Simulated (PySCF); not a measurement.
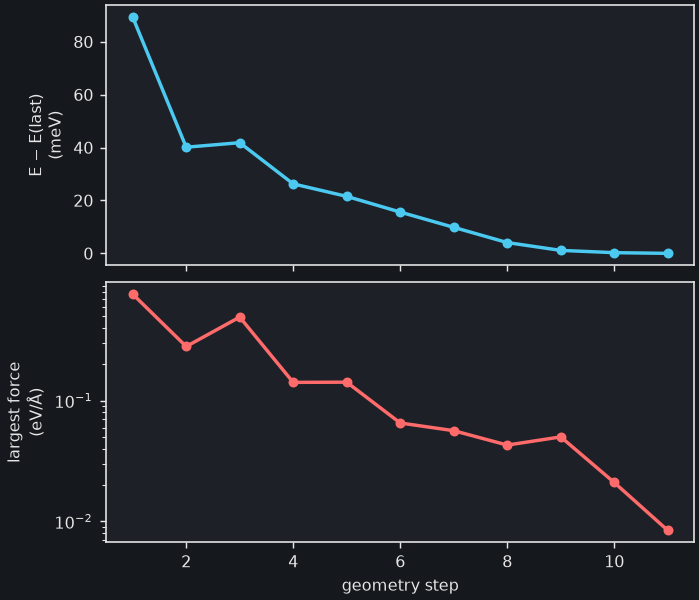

History of a geometry optimisation.

System: C$_{5}$H$_{5}$S$_{2}$ (SMILES [CH2]Sc1cccs1), multiplicity 2.
Method: PBE0-D3(BJ)/def2-SVP, geometry optimisation (PySCF).

How did it end, and what did it gain?

Answer. The optimisation met its thresholds at geometry 11, counting the start as the first. The energy fell by about 89 meV from the first step to the last, with a rise at step 3. The largest force goes from about 0.76 eV/Å at the start to 8 × 10⁻³ eV/Å at the end.
